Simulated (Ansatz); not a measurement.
CsSnI3 (Pm-3m): least direct gap against volume

The cell of CsSnI3 (Pm-3m) is scaled evenly and the response computed anew at each volume, on one mesh. The atoms keep their fractional positions.

Cell: a, b, c = 6.206, 6.206, 6.206 Å (primitive vectors), 5 atoms.

Method: Ansatz 0.2.0, PBE, independent particles, k-mesh 4×4×4 with interpolation inside its cells, Gaussian parameter 0.1 eV.

Launch of the response step: `ansatz run input.yaml --threads 4 --pin off --max-ram 8192MiB --backend cpu --events-out ev --progress --plain --runs-dir out`. The series took 8.2 min in all, on 4 threads of Intel(R) Xeon(R) Processor @ 2.50GHz (Skylake/Cascade Lake), with other jobs on the host.

```tsv
V/V₀	V (Å³, primitive cell)	least direct gap (eV)
0.94	224.65	0.015
0.96	229.43	0.117
0.98	234.21	0.215
1.00	238.99	0.307
1.02	243.77	0.394
1.04	248.55	0.476
1.06	253.33	?
```

For small changes the quantity should be close to linear in ln V.

Working, on the rows shown:

| x = ln(V/V₀) | y = least direct gap |
| --- | --- |
| -0.0618754 | 0.015 |
| -0.040822 | 0.117 |
| -0.0202027 | 0.215 |
| 0 | 0.307 |
| 0.0198026 | 0.394 |
| 0.0392207 | 0.476 |

Means: x̄ = -0.010646, ȳ = 0.254. Σ(x − x̄)(y − ȳ) = 0.03265, Σ(x − x̄)² = 0.007154. Slope = 0.03265 / 0.007154 = 4.564; intercept = ȳ − slope · x̄ = 0.30259. The line misses the rows shown by at most 0.0056 eV.

**Question.** Predict the last column of the withheld row from the fit.

**Answer.** At x = 0.058269 the line gives y = 0.56852 eV. The run gave 0.553 eV, so the extrapolation is off by 0.016 eV, 3 % of the range in the table.

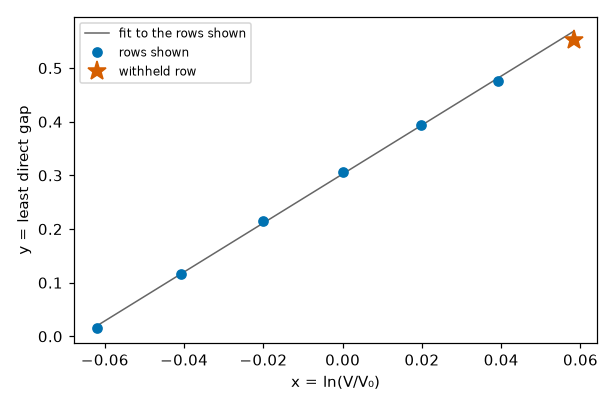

Between the rows on either side of x = 0 the slope is (0.394 − 0.215) / (0.019803 − (-0.020203)) = 4.474. That is a volume deformation potential of 4.5 eV: the least direct gap on this mesh narrows by 45 meV for each per cent of compression. The cell comes from an older database entry, whose edges can be off by a per cent or so. PBE gaps are as a rule too small. Spin-orbit coupling is left out.

[Logs are printed without paths, hosts, clocks, repeated set-up lines and the standing remarks that a program may print on its own settings, such as how far it seeks lower states.]
